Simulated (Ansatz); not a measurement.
**Appearance energy of a fragment ion: C3H9AlO → [C3H7]+ + AlH2O + e⁻**

Species: C3H9AlO `CC(C)[O][AlH2]`, singlet; [C3H7]+ `C[CH+]C`, singlet; AlH2O `[O][AlH2]`, doublet. 

Shapes, held fixed at every level: PBE0-D4/def2-TZVP. Flexible molecules stand in one conformer, not always the lowest. Programs: Ansatz 0.2.0. Electronic energies: no zero-point or thermal term.

| level | kind | ΔE (eV) | less CCSD(T)/CBS estimate |
| --- | --- | --- | --- |
| MP2/def2-TZVPP | perturbation theory | +12.09 | +0.19 |
| HF/def2-TZVPP | Hartree–Fock | +9.58 | -2.32 |
| PBE-D4/def2-TZVPP | GGA | +11.48 | -0.42 |
| PBE0-D4/def2-TZVPP | global hybrid | +11.58 | -0.32 |
| r2SCAN0-D4/def2-TZVPP | global hybrid | +11.49 | -0.41 |
| wB97M-V/def2-TZVPP | range-separated hybrid | +11.58 | -0.32 |
| CCSD(T)/CBS estimate | coupled cluster or CI | +11.90 | 0.00 |

The highest level, CCSD(T)/CBS estimate, gives ΔE = +11.90 eV; the levels span +9.58 to +12.09. The column of differences is taken from that level and isn't an error. No measured value is set beside it here. Open shells run unrestricted. The CBS estimate extrapolates MP2 from def2-TZVPP and def2-QZVPP and adds CCSD(T) − MP2 in the triple-zeta set, cores frozen. The onset seen in experiment also holds zero-point changes and kinetic shifts.

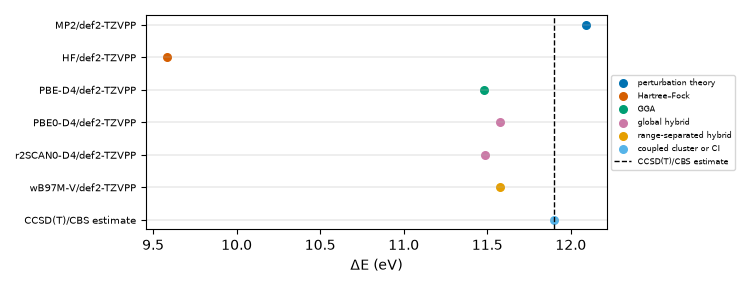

The values of the table, level by level.
